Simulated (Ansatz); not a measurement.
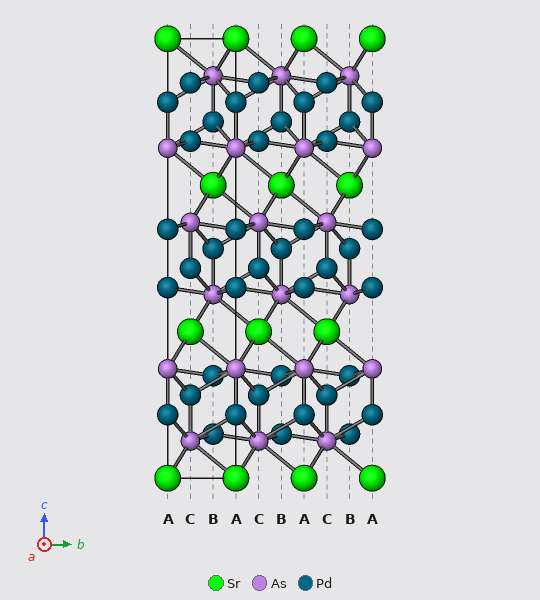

The picture looks along a close-packed row of the hexagonal mesh; c points upwards. The dashed lines mark the three columns A (0, 0), B (1/3, 2/3) and C (2/3, 1/3). The sequence starts with the first layer at or above the cell's origin.

System SrAs₂Pd₄; source of the atomic positions: the geometry relaxed with DFT, PAW plane waves, lda in Ansatz 0.2.0; the starting structure was generated, so it need not be a known form of this composition.

List the layers of one repeat.

Sr(A) – As(C) – Pd(B) – Pd(A) – Pd(C) – Pd(B) – As(A) – Sr(C) – As(B) – Pd(A) – Pd(C) – Pd(B) – Pd(A) – As(C) – Sr(B) – As(A) – Pd(C) – Pd(B) – Pd(A) – Pd(C) – As(B) (21 layers in 23.78 Å).
